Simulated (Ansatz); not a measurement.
```xyz
10

Cl   -0.8637   -2.6970    0.5749
B     0.2728   -1.5798   -0.1699
Cl    1.9619   -2.0670   -0.2434
C    -0.1821   -0.1969   -0.6822
Ge    0.0082    1.1465    0.7620
H     0.4417    0.1675   -1.5119
H    -1.2429   -0.1844   -0.9727
H    -0.5032    2.4984    0.2328
H    -0.8251    0.7193    1.9820
H     1.4884    1.2703    1.1600
```

Method: Ansatz, RKS PBE0/def2-SVP.

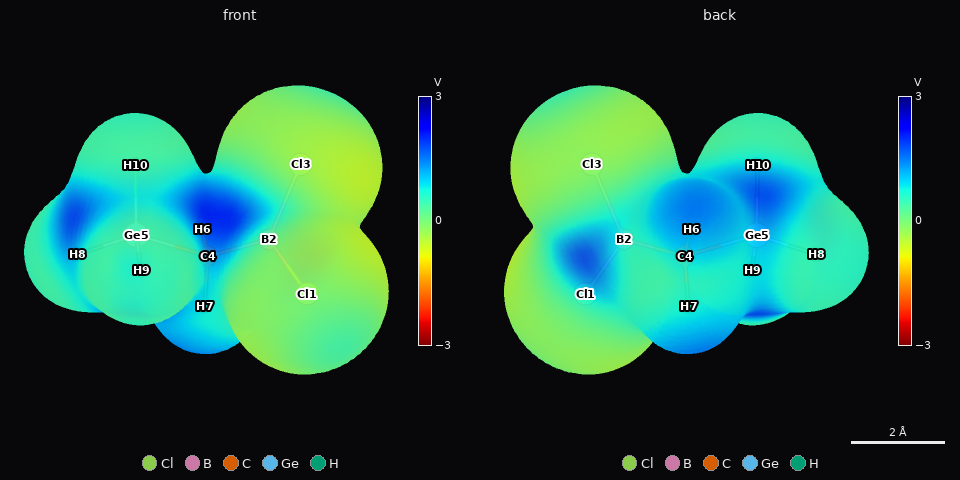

CH5BCl2Ge. The molecular electrostatic potential painted on the density surface at 0.004 e/bohr³, seen from the front and from behind; red is negative and blue positive.

> Where is the surface potential most negative and most positive?

The most negative region (about −0.6 V) lies over Cl1 and Cl3, the most positive (about +2.0 V) over B2 and Ge5. Cl1 shows a σ-hole: about +0.4 V at the tip opposite its bond, against about −0.3 V on its flanks. Cl3 shows a σ-hole: about +0.4 V at the tip opposite its bond, against about −0.3 V on its flanks.
